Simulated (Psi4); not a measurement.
# P2H2 (phosphanylidenephosphane) at BP86/3-21G (sweep point 2)

Aim: the vertical ionisation energy of P2H2 (phosphanylidenephosphane) at BP86/3-21G (sweep point 2), from 2 runs. 

Program for the calculation: Psi4 1.11.

### 1 The structure to begin with

P2H2 has 4 atoms, charge 0, and is taken as a singlet. As SMILES, `[H]/P=P/[H]`. Geometry: relaxed at GFN2-xTB.

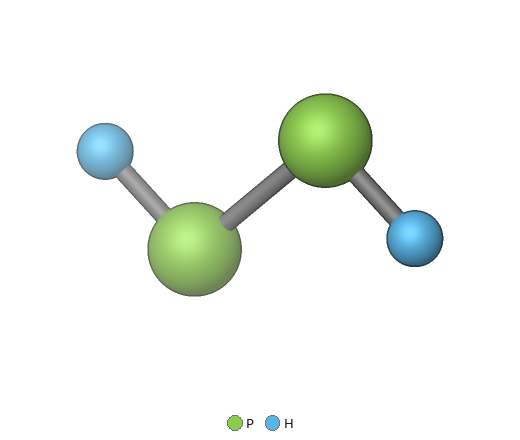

Viewed from a chosen angle; phosphorus green, hydrogen blue.

### 2 A single-point energy at BP86/3-21G (sweep point 2)

Input file h2p2.inp:

```
memory 1600 MB

molecule mol {
  0 1
  P     -0.024370    -1.003630     0.088350
  P      0.024420     1.003540    -0.088260
  H      1.037260    -1.067570     1.003320
  H     -1.037310     1.067660    -1.003410
  symmetry c1
}

set basis 3-21G
set reference rks
set puream true
set scf_type pk
set dft_radial_points 99
set dft_spherical_points 590

energy_value, wavefunction = energy('bp86', return_wfn=True)
print_variables()
```

The run is started by

```bash
$ psi4 -i h2p2.inp -o h2p2.out -n 1
```

h2p2.out, cut to the lines that bear on the results:

```text
[...]
  Running in c1 symmetry.
[...]
  Nuclear repulsion =   76.759456495580409
[...]
  Multiplicity = 1
[...]
  Nalpha       = 16
  Nbeta        = 16
[...]
    Number of basis functions: 30
[...]
   @RKS iter   1:  -680.38194169531141   -1.05974e-01   8.50304e-03 DIIS/ADIIS
[...]
   @RKS iter   7:  -680.42677916889704   -1.57109e-07   2.12510e-07 DIIS
[...]
    Orbital Energies [Eh]
    ---------------------
    Doubly Occupied:
       1A    -75.835264     2A    -75.834819     3A     -6.296566
       4A     -6.294659     5A     -4.516473     6A     -4.516341
       7A     -4.516274     8A     -4.515898     9A     -4.511905
      10A     -4.511657    11A     -0.677169    12A     -0.521816
      13A     -0.347603    14A     -0.331719    15A     -0.272303
      16A     -0.231780
[...]
  @RKS Final Energy:  -680.42677916889704
   => Energetics <=
    Nuclear Repulsion Energy =             76.7594564955804088
    One-Electron Energy =               -1093.4216605910633007
    Two-Electron Energy =                 383.3963540496941391
    DFT Exchange-Correlation Energy =     -47.1609291231082892
    Empirical Dispersion Energy =           0.0000000000000000
    VV10 Nonlocal Energy =                  0.0000000000000000
    Total Energy =                       -680.4267791688970419
[...]
 Multipole Moments:
 ------------------------------------------------------------------------------------
     Multipole            Electronic (a.u.)      Nuclear  (a.u.)        Total (a.u.)
 ------------------------------------------------------------------------------------
 L = 1.  Multiply by 2.5417464519 to convert [e a0] to [Debye]
 Dipole X            :          0.0001322           -0.0000937            0.0000385
 Dipole Y            :         -0.0001757            0.0001686           -0.0000070
 Dipole Z            :          0.0002015           -0.0001686            0.0000329
 Magnitude           :                                                    0.0000511
[...]
```

Wall time 2.2 s (1 thread of Intel Xeon 6975P-C (Granite Rapids), shared host); peak memory 0.36 GiB.

### 3 The doublet cation

Input file input.in:

```
memory 1600 MB

molecule {
  1 2
  P     -0.024370    -1.003630     0.088350
  P      0.024420     1.003540    -0.088260
  H      1.037260    -1.067570     1.003320
  H     -1.037310     1.067660    -1.003410
  symmetry c1
}

set reference uks
set puream true
set scf_type pk
set dft_radial_points 99
set dft_spherical_points 590
set maxiter 150

result = energy("bp86/3-21G")
```

The run is started by

```bash
$ psi4 input.in input.out -n 1
```

input.out, cut to the lines that bear on the results:

```text
[...]
  Running in c1 symmetry.
[...]
  Nuclear repulsion =   76.759456495580409
[...]
  Multiplicity = 2
[...]
  Nalpha       = 16
  Nbeta        = 15
[...]
    Number of basis functions: 30
[...]
   @UKS iter   1:  -680.06441891806344    2.11549e-01   3.91344e-03 ADIIS/DIIS
[...]
   @UKS iter   7:  -680.07050801428363   -2.23425e-08   7.46820e-07 DIIS
[...]
   @S^2 Observed:                7.518157557E-01
[...]
    Orbital Energies [Eh]
    ---------------------
    Alpha Occupied:
       1A    -76.126436     2A    -76.125992     3A     -6.585451
       4A     -6.583587     5A     -4.808249     6A     -4.808186
       7A     -4.803367     8A     -4.802993     9A     -4.802624
      10A     -4.802365    11A     -0.944388    12A     -0.787332
      13A     -0.609126    14A     -0.607757    15A     -0.525544
      16A     -0.517848
    Alpha Virtual:
      17A     -0.400530    18A     -0.249444    19A     -0.219969
      20A     -0.189332    21A      0.117528    22A      0.136581
      23A      0.142204    24A      0.149082    25A      0.177219
[...]
  @UKS Final Energy:  -680.07050801428363
   => Energetics <=
    Nuclear Repulsion Energy =             76.7594564955804088
    One-Electron Energy =               -1084.5239044944073612
    Two-Electron Energy =                 374.5364135592668617
    DFT Exchange-Correlation Energy =     -46.8424735747234777
    Empirical Dispersion Energy =           0.0000000000000000
    VV10 Nonlocal Energy =                  0.0000000000000000
    Total Energy =                       -680.0705080142836323
[...]
 Multipole Moments:
 ------------------------------------------------------------------------------------
     Multipole            Electronic (a.u.)      Nuclear  (a.u.)        Total (a.u.)
 ------------------------------------------------------------------------------------
 L = 1.  Multiply by 2.5417464519 to convert [e a0] to [Debye]
 Dipole X            :          0.0000876           -0.0000937           -0.0000061
 Dipole Y            :         -0.0001235            0.0001686            0.0000451
 Dipole Z            :          0.0001141           -0.0001686           -0.0000545
 Magnitude           :                                                    0.0000710
[...]
```

Run time: 2.6 s. Hardware: 1 thread of Intel Xeon 6975P-C (Granite Rapids), shared host; peak memory 0.36 GiB.

### 4 Results

At BP86/3-21G (sweep point 2):

| quantity | value |
| --- | --- |
| singlet P2H2: total energy | -680.42678 Eh |
| singlet P2H2: dipole moment | 0.00 D |
| singlet P2H2: HOMO energy | -6.31 eV |
| singlet P2H2: LUMO energy | -3.93 eV |
| singlet P2H2: HOMO–LUMO gap | 2.38 eV |
| doublet cation: total energy | -680.07051 Eh |
| doublet cation: HOMO energy (highest over α and β) | -14.09 eV |
| doublet cation: LUMO energy (lowest over α and β) | -13.05 eV |
| doublet cation: ⟨S²⟩ | 0.752 |
| vertical ionisation energy (to the doublet cation) | 9.695 eV |

What this shows: The vertical ionisation energy comes to 9.69 eV (224 kcal/mol). The negative HOMO energy of the first species, 6.31 eV, lies 3.39 eV below that difference.
